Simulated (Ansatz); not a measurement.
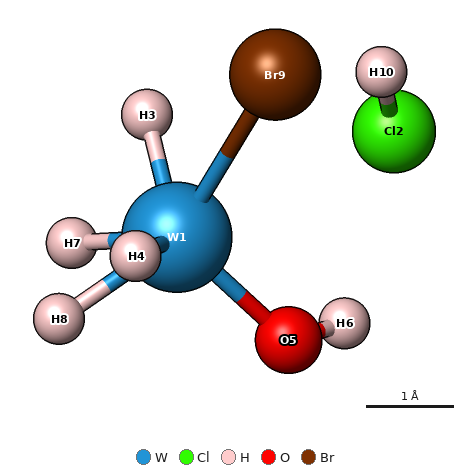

*The input geometry (ball-and-stick view, seen at a tilt; atoms are numbered from 1 in the order of the input). Sticks mark near contacts.*

**WH6BrClO: geometry relaxation**

The run: geometry relaxation of WH6BrClO. Method and program: RKS PBE0-D4/def2-SVP (Ansatz 0.2.0).

It belongs to a series of runs on one base structure; here: end point B relaxed. Figures and captions count atoms from 1; the log counts them from 0 in places.

The program's output
```
The last accepted step is kept in [file] (removed where the run ends without a failure and the disk answers)
Engine: ansatz 0.2.0, aarch64-unknown-linux-gnu
Functional definition: PBE0
  parameter a = 0.25
  parameter kappa = 0.804
  parameter beta = 0.06672455060314922
  exchange = (1 - a)*pbe_x(kappa = kappa, mu = beta*pi^2/3) + a*exact_x
  correlation = pbe_c(beta = beta)
1329 factors; integrals over basis functions are off by at most 3.3e-4 eV
mean field evaluation 1: about -86508.1094 eV, gradient 4.2e1 eV
mean field evaluation 2: about -86494.2933 eV, gradient 9.6e1 eV
mean field evaluation 4: about -86511.2350 eV, gradient 5.5e0 eV
mean field evaluation 8: about -86511.3598 eV, gradient 3.8e-1 eV
mean field evaluation 16: about -86511.3603 eV, gradient 8.1e-5 eV
mean field -86511.36026257 eV, -3179.2338501435 hartree, gradient 8.1e-5 eV, S^2 0.000000; 0 other end points of the search recorded, 0 dependent functions left out
the calculation of the forces begins
reference -86511.36030584 eV, -3179.2338517335 hartree; 40, 40 occupied and 86, 86 virtual orbitals, 1329 factors
relax step   1: F+E_penalty+E_count = -86511.59873766 eV  Δ(F+E_penalty+E_count) = +0.000e0 eV  max|allowed force component| = 7.748e-1 eV/Å  Δτ_max = 0.0000 Å  (29 SCF iters, accepted)
these checks for a lower state are left out or cut short: starts, cluster_reference, orbital_swaps, neighbouring_geometries, increment
1329 factors; integrals over basis functions are off by at most 3.8e-4 eV
mean field -86511.38686103 eV, -3179.2348276187 hartree, gradient 1.5e-5 eV, S^2 0.000000; 0 other end points of the search recorded, 0 dependent functions left out
the calculation of the forces begins
reference -86511.38690387 eV, -3179.2348291932 hartree; 40, 40 occupied and 86, 86 virtual orbitals, 1329 factors
relax step   2: F+E_penalty+E_count = -86511.63079632 eV  Δ(F+E_penalty+E_count) = -3.206e-2 eV  max|allowed force component| = 4.871e-1 eV/Å  Δτ_max = 0.1914 Å  (32 SCF iters, accepted)
these checks for a lower state are left out or cut short: starts, cluster_reference, orbital_swaps, neighbouring_geometries, increment
1329 factors; integrals over basis functions are off by at most 4.0e-4 eV
mean field evaluation 32: about -86511.3448 eV, gradient 1.5e-5 eV
mean field -86511.34476928 eV, -3179.2332807753 hartree, gradient 1.5e-5 eV, S^2 0.000000; 0 other end points of the search recorded, 0 dependent functions left out
the calculation of the forces begins
reference -86511.34481243 eV, -3179.2332823613 hartree; 40, 40 occupied and 86, 86 virtual orbitals, 1329 factors
relax step   3: F+E_penalty+E_count = -86511.59057239 eV  Δ(F+E_penalty+E_count) = +4.022e-2 eV  max|allowed force component| = 9.678e-1 eV/Å  Δτ_max = 0.1777 Å  (33 SCF iters, rejected (line search))
these checks for a lower state are left out or cut short: starts, cluster_reference, orbital_swaps, neighbouring_geometries, increment
1329 factors; integrals over basis functions are off by at most 3.6e-4 eV
mean field -86511.39950689 eV, -3179.2352923454 hartree, gradient 1.7e-5 eV, S^2 0.000000; 0 other end points of the search recorded, 0 dependent functions left out
the calculation of the forces begins
reference -86511.39954991 eV, -3179.2352939263 hartree; 40, 40 occupied and 86, 86 virtual orbitals, 1329 factors
relax step   4: F+E_penalty+E_count = -86511.64002311 eV  Δ(F+E_penalty+E_count) = -9.227e-3 eV  max|allowed force component| = 4.904e-1 eV/Å  Δτ_max = 0.0744 Å  (33 SCF iters, accepted)
these checks for a lower state are left out or cut short: starts, cluster_reference, orbital_swaps, neighbouring_geometries, increment
1329 factors; integrals over basis functions are off by at most 3.6e-4 eV
mean field -86511.39083376 eV, -3179.2349736138 hartree, gradient 1.9e-5 eV, S^2 0.000000; 0 other end points of the search recorded, 0 dependent functions left out
the calculation of the forces begins
reference -86511.39087680 eV, -3179.2349751955 hartree; 40, 40 occupied and 86, 86 virtual orbitals, 1329 factors
relax step   5: F+E_penalty+E_count = -86511.63441713 eV  Δ(F+E_penalty+E_count) = +5.606e-3 eV  max|allowed force component| = 5.544e-1 eV/Å  Δτ_max = 0.0950 Å  (33 SCF iters, rejected (line search))
these checks for a lower state are left out or cut short: starts, cluster_reference, orbital_swaps, neighbouring_geometries, increment
1329 factors; integrals over basis functions are off by at most 3.6e-4 eV
mean field -86511.40402516 eV, -3179.2354583888 hartree, gradient 1.1e-5 eV, S^2 0.000000; 0 other end points of the search recorded, 0 dependent functions left out
the calculation of the forces begins
reference -86511.40406811 eV, -3179.2354599674 hartree; 40, 40 occupied and 86, 86 virtual orbitals, 1329 factors
relax step   6: F+E_penalty+E_count = -86511.64639995 eV  Δ(F+E_penalty+E_count) = -6.377e-3 eV  max|allowed force component| = 4.073e-1 eV/Å  Δτ_max = 0.0475 Å  (36 SCF iters, accepted)
these checks for a lower state are left out or cut short: starts, cluster_reference, orbital_swaps, neighbouring_geometries, increment
1329 factors; integrals over basis functions are off by at most 3.5e-4 eV
mean field -86511.41089575 eV, -3179.2357108785 hartree, gradient 2.0e-5 eV, S^2 0.000000; 0 other end points of the search recorded, 0 dependent functions left out
the calculation of the forces begins
reference -86511.41093872 eV, -3179.2357124574 hartree; 40, 40 occupied and 86, 86 virtual orbitals, 1329 factors
relax step   7: F+E_penalty+E_count = -86511.65454209 eV  Δ(F+E_penalty+E_count) = -8.142e-3 eV  max|allowed force component| = 1.081e-1 eV/Å  Δτ_max = 0.0500 Å  (33 SCF iters, accepted)
these checks for a lower state are left out or cut short: starts, cluster_reference, orbital_swaps, neighbouring_geometries, increment
1329 factors; integrals over basis functions are off by at most 3.5e-4 eV
mean field evaluation 64: about -86511.4120 eV, gradient 9.6e-5 eV
mean field -86511.41196790 eV, -3179.2357502791 hartree, gradient 1.3e-5 eV, S^2 0.000000; 0 other end points of the search recorded, 0 dependent functions left out
the calculation of the forces begins
reference -86511.41201083 eV, -3179.2357518569 hartree; 40, 40 occupied and 86, 86 virtual orbitals, 1329 factors
relax step   8: F+E_penalty+E_count = -86511.65503131 eV  Δ(F+E_penalty+E_count) = -4.892e-4 eV  max|allowed force component| = 6.932e-2 eV/Å  Δτ_max = 0.0579 Å  (33 SCF iters, accepted)
these checks for a lower state are left out or cut short: starts, cluster_reference, orbital_swaps, neighbouring_geometries, increment
1329 factors; integrals over basis functions are off by at most 3.6e-4 eV
mean field -86511.41276700 eV, -3179.2357796455 hartree, gradient 1.0e-5 eV, S^2 0.000000; 0 other end points of the search recorded, 0 dependent functions left out
the calculation of the forces begins
reference -86511.41280997 eV, -3179.2357812248 hartree; 40, 40 occupied and 86, 86 virtual orbitals, 1329 factors
relax step   9: F+E_penalty+E_count = -86511.65596327 eV  Δ(F+E_penalty+E_count) = -9.320e-4 eV  max|allowed force component| = 2.192e-2 eV/Å  Δτ_max = 0.0124 Å  (34 SCF iters, accepted)
```

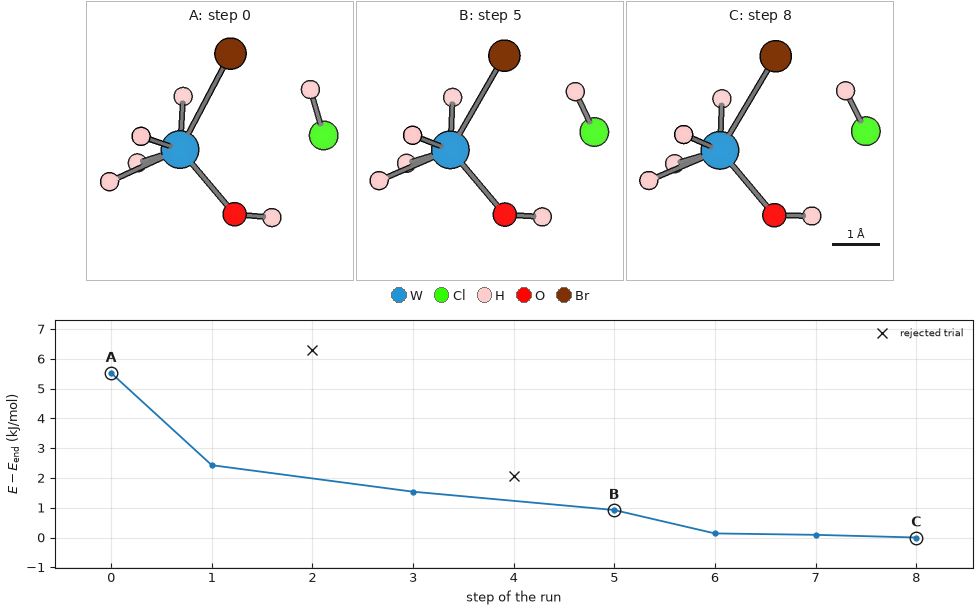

*Frames of the relaxation (ball-and-stick view, seen at a tilt) above the curves, on which the letters mark them (the first geometry is step 0 here and step 1 in the log).*

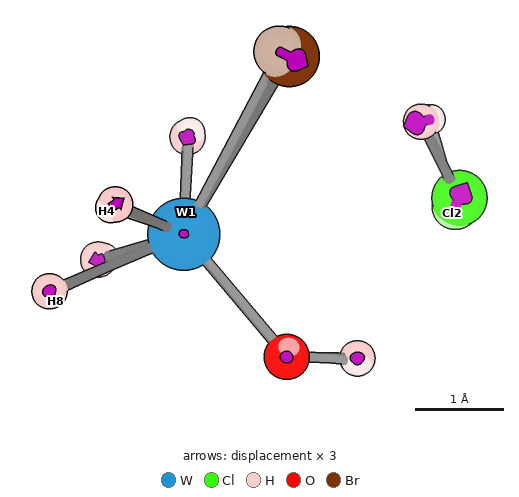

*Start (faint) and end (solid) with the displacements as pink arrows, magnified 3 times (ball-and-stick view, seen at a tilt). The two geometries are laid on each other by the best rigid fit.*

Br9 moves most after the best rigid fit: 0.19 Å. By element the largest moves are Br 0.19 Å, H 0.17 Å, Cl 0.15 Å, O 0.05 Å, W 0.03 Å. Among the contacts that change: W1–Br9 2.559 → 2.531 Å, Cl2–H10 1.338 → 1.313 Å. Among the angles that change: W1–O5–H6 123.2° → 120.6°. Over 8 geometry steps the energy falls by 5.52 kJ/mol. The largest force component goes from 0.77 to 0.022 eV/Å. The line search rejected the trial steps at points 2, 4 (counted from 0) and went back. (Atoms are counted from 1 in the order of the input.)

```
1329 factors; integrals over basis functions are off by at most 3.6e-4 eV
mean field -86511.41276700 eV, -3179.2357796455 hartree, gradient 1.0e-5 eV, S^2 0.000000; 1 other end points of the search recorded, 0 dependent functions left out
the calculation of the forces begins
reference -86511.41280997 eV, -3179.2357812248 hartree; 40, 40 occupied and 86, 86 virtual orbitals, 1329 factors
Total energy: -86511.65600624 eV, -3179.2447185229 hartree
Atom 0 at     0.033376     0.310933    -0.249969 Å, force    -0.014404     0.002937    -0.009525 eV/Å
Atom 1 at    -0.030745    -0.210552     3.293455 Å, force     0.004680     0.013404    -0.005877 eV/Å
Atom 2 at     1.355456    -0.468420     0.417051 Å, force     0.000358     0.001053     0.006272 eV/Å
Atom 3 at     0.218925     1.507021    -1.401950 Å, force    -0.001587     0.000374     0.000014 eV/Å
Atom 4 at    -1.611808     0.297187     0.543196 Å, force     0.021922     0.002838     0.017719 eV/Å
Atom 5 at    -1.713757     0.013338     1.471768 Å, force    -0.003564    -0.004288    -0.004501 eV/Å
Atom 6 at     0.349228    -1.269435    -0.742109 Å, force    -0.001278    -0.000556    -0.009610 eV/Å
Atom 7 at    -0.216709    -0.096658    -1.860417 Å, force     0.005965    -0.001267     0.000685 eV/Å
Atom 8 at     1.377194     2.118105     0.904422 Å, force    -0.000590    -0.006332    -0.002233 eV/Å
Atom 9 at     0.688041     0.741379     2.744452 Å, force    -0.011503    -0.008162     0.007056 eV/Å
Dipole moment:    -0.239913    -0.191337     0.083764 e Å
```

Trajectory as extended XYZ (Å, eV, eV/Å), 9 frames, from step=1 to step=9
```
10
Properties=species:S:1:pos:R:3:forces:R:3 step=1 energy=-86511.59874
W     0.0449    0.3356   -0.2519    0.0641   0.3488   0.0671
Cl   -0.0791   -0.3514    3.2694    0.6251   0.7748  -0.2744
H     1.3839   -0.3960    0.4320    0.0409  -0.0104   0.0098
H     0.1977    1.4809   -1.4583    0.0020  -0.0257   0.0113
O    -1.6027    0.3405    0.5374   -0.0088  -0.0039   0.0382
H    -1.7566    0.0408    1.4526    0.0586   0.0236  -0.0483
H     0.3554   -1.2651   -0.6781    0.0162   0.0053   0.0024
H    -0.2330   -0.1375   -1.8372    0.0145  -0.0390  -0.0097
Br    1.4237    2.2384    0.7622   -0.2298  -0.3877   0.0159
H     0.7150    0.6568    2.8917   -0.5830  -0.6858   0.1876
10
Properties=species:S:1:pos:R:3:forces:R:3 step=2 energy=-86511.63080
W     0.0397    0.3400   -0.2505   -0.1008  -0.4871   0.0960
Cl    0.0026   -0.3153    3.2632    0.2189   0.4492  -0.2371
H     1.3801   -0.4048    0.4284   -0.0945  -0.0382  -0.0712
H     0.2054    1.4883   -1.4485    0.0403   0.0840  -0.0195
O    -1.6031    0.3484    0.5459   -0.0554   0.0278  -0.0123
H    -1.7437    0.0616    1.4665    0.0383  -0.0391   0.0235
H     0.3634   -1.2565   -0.6808   -0.0372  -0.0040  -0.0210
H    -0.2211   -0.1488   -1.8357    0.0373   0.0383  -0.0944
Br    1.3676    2.1146    0.8969    0.1592   0.3788   0.1246
H     0.6582    0.7152    2.7343   -0.2062  -0.4098   0.2115
10
Properties=species:S:1:pos:R:3:forces:R:3 step=3 energy=-86511.59057 accepted=F
W     0.0316    0.3289   -0.2328   -0.1038  -0.1863   0.0193
Cl   -0.0869   -0.2145    3.1980    0.9678   0.7066  -0.1923
H     1.3617   -0.4403    0.4318    0.0063   0.0262   0.0147
H     0.2127    1.4995   -1.4112   -0.0078   0.0078   0.0007
O    -1.6207    0.3254    0.5444   -0.1145  -0.0476  -0.1003
H    -1.7757   -0.0081    1.4482    0.0839   0.0980  -0.0803
H     0.3491   -1.2627   -0.6854   -0.0238  -0.0099  -0.0240
H    -0.2030   -0.1248   -1.8357   -0.0010   0.0280   0.0016
Br    1.3479    2.1462    0.9008    0.1594   0.1205   0.0966
H     0.8324    0.6934    2.7618   -0.9667  -0.7433   0.2640
10
Properties=species:S:1:pos:R:3:forces:R:3 step=4 energy=-86511.64002
W     0.0396    0.3323   -0.2595    0.0050  -0.0851   0.0207
Cl   -0.0318   -0.2975    3.3268    0.2925   0.4904  -0.3108
H     1.3778   -0.4174    0.4114   -0.0279  -0.0226  -0.0031
H     0.2045    1.4935   -1.4479    0.0102   0.0288   0.0029
O    -1.6019    0.3294    0.5404   -0.0126   0.0277   0.0142
H    -1.7346    0.0485    1.4642    0.0263  -0.0338   0.0236
H     0.3518   -1.2625   -0.7040    0.0028   0.0002  -0.0126
H    -0.2157   -0.1305   -1.8546    0.0041   0.0054  -0.0188
Br    1.3851    2.1549    0.8515   -0.0274  -0.0073   0.0676
H     0.6744    0.6923    2.7917   -0.2729  -0.4038   0.2163
10
Properties=species:S:1:pos:R:3:forces:R:3 step=5 energy=-86511.63442 accepted=F
W     0.0343    0.3275   -0.2485   -0.0669  -0.1720   0.0241
Cl   -0.0683   -0.2346    3.2656    0.5480   0.5063  -0.2247
H     1.3701   -0.4289    0.4200   -0.0231  -0.0179  -0.0037
H     0.2040    1.4987   -1.4273    0.0116   0.0285   0.0060
O    -1.6124    0.3167    0.5397   -0.0380   0.0209  -0.0761
H    -1.7482    0.0240    1.4594    0.0455   0.0058   0.0192
H     0.3520   -1.2630   -0.7046   -0.0063  -0.0011  -0.0143
H    -0.2095   -0.1256   -1.8494    0.0079   0.0231  -0.0092
Br    1.3622    2.1356    0.8940    0.0758   0.1007   0.0597
H     0.7650    0.6924    2.7709   -0.5544  -0.4944   0.2189
10
Properties=species:S:1:pos:R:3:forces:R:3 step=6 energy=-86511.64640
W     0.0384    0.3272   -0.2444   -0.0020  -0.0461  -0.0569
Cl   -0.0229   -0.2860    3.2816    0.2523   0.4073  -0.2399
H     1.3728   -0.4276    0.4266   -0.0139  -0.0213   0.0030
H     0.2101    1.4959   -1.4250    0.0047   0.0080  -0.0020
O    -1.6080    0.3276    0.5448   -0.0259   0.0146   0.0097
H    -1.7428    0.0382    1.4658    0.0229  -0.0215   0.0167
H     0.3496   -1.2652   -0.6988    0.0039  -0.0004  -0.0027
H    -0.2119   -0.1259   -1.8443    0.0068   0.0159   0.0130
Br    1.3857    2.1523    0.8672   -0.0235  -0.0182   0.0658
H     0.6783    0.7064    2.7465   -0.2253  -0.3383   0.1934
10
Properties=species:S:1:pos:R:3:forces:R:3 step=7 energy=-86511.65454
W     0.0306    0.3181   -0.2441    0.0120  -0.0069   0.0544
Cl   -0.0045   -0.2422    3.2660    0.0665   0.1081  -0.0512
H     1.3473   -0.4540    0.4417    0.0037  -0.0005  -0.0271
H     0.2237    1.5004   -1.4084   -0.0021   0.0076  -0.0013
O    -1.6188    0.3150    0.5408   -0.0141  -0.0046  -0.0231
H    -1.7421    0.0137    1.4605    0.0220   0.0080  -0.0059
H     0.3427   -1.2683   -0.7200    0.0055   0.0025   0.0063
H    -0.2053   -0.1094   -1.8519   -0.0076   0.0077   0.0018
Br    1.3735    2.1350    0.9003   -0.0143  -0.0271  -0.0036
H     0.7021    0.7346    2.7350   -0.0716  -0.0947   0.0498
10
Properties=species:S:1:pos:R:3:forces:R:3 step=8 energy=-86511.65503
W     0.0350    0.3117   -0.2476   -0.0508  -0.0412  -0.0693
Cl   -0.0396   -0.2059    3.2943    0.0009   0.0017  -0.0020
H     1.3589   -0.4651    0.4188    0.0000  -0.0069   0.0087
H     0.2149    1.5070   -1.4012    0.0045   0.0095   0.0028
O    -1.6131    0.2856    0.5391    0.0447   0.0490   0.0468
H    -1.7108    0.0223    1.4742   -0.0155  -0.0282  -0.0037
H     0.3511   -1.2674   -0.7439    0.0108   0.0058  -0.0011
H    -0.2202   -0.0967   -1.8576    0.0212   0.0055   0.0119
Br    1.3813    2.1193    0.9042   -0.0115  -0.0065  -0.0011
H     0.6918    0.7322    2.7396   -0.0042   0.0114   0.0069
10
Properties=species:S:1:pos:R:3:forces:R:3 step=9 energy=-86511.65596
W     0.0334    0.3109   -0.2500   -0.0144   0.0029  -0.0095
Cl   -0.0307   -0.2106    3.2935    0.0047   0.0134  -0.0059
H     1.3555   -0.4684    0.4171    0.0004   0.0011   0.0063
H     0.2189    1.5070   -1.4020   -0.0016   0.0004   0.0000
O    -1.6118    0.2972    0.5432    0.0219   0.0028   0.0177
H    -1.7138    0.0133    1.4718   -0.0036  -0.0043  -0.0045
H     0.3492   -1.2694   -0.7421   -0.0013  -0.0006  -0.0096
H    -0.2167   -0.0967   -1.8604    0.0060  -0.0013   0.0007
Br    1.3772    2.1181    0.9044   -0.0006  -0.0063  -0.0022
H     0.6880    0.7414    2.7445   -0.0115  -0.0082   0.0071
```

The run was set up as follows.

Input
```yaml
crystal:
  periodic: [false, false, false]
  atoms:
    - { symbol: W, position_ang: [0.044921, 0.335569, -0.251932] }
    - { symbol: Cl, position_ang: [-0.07909, -0.351414, 3.269438] }
    - { symbol: H, position_ang: [1.383886, -0.396048, 0.432005] }
    - { symbol: H, position_ang: [0.197661, 1.480918, -1.458295] }
    - { symbol: O, position_ang: [-1.602681, 0.340518, 0.537446] }
    - { symbol: H, position_ang: [-1.756593, 0.040752, 1.45261] }
    - { symbol: H, position_ang: [0.355378, -1.265084, -0.678084] }
    - { symbol: H, position_ang: [-0.233011, -0.137463, -1.837207] }
    - { symbol: Br, position_ang: [1.423741, 2.238358, 0.762185] }
    - { symbol: H, position_ang: [0.714989, 0.656794, 2.891733] }
basis:
  gaussian: { orbitals: def2-SVP }
hamiltonian:
  xc: pbe0
  dispersion: d4
relax:
  f_tol: 0.03
  max_steps: 50
```

Launched with:
```bash
ansatz run input.yaml --threads 4 --pin off --max-ram 5120MiB --backend cpu --events-out ev --progress --plain --runs-dir out
```

Key numbers

| quantity | value |
| --- | --- |
| outcome | converged |
| total energy | −86511.6560 eV |
| mean-field energy | −86511.4128 eV |
| largest force (length of the vector) at the end | 0.028 eV/Å |
| hardware | 4 threads of Arm Neoverse V1, 24 GiB of memory available, shared host |
| wall time | 32 s (CPU time 2 min) |
| peak memory | 0.35 GiB |
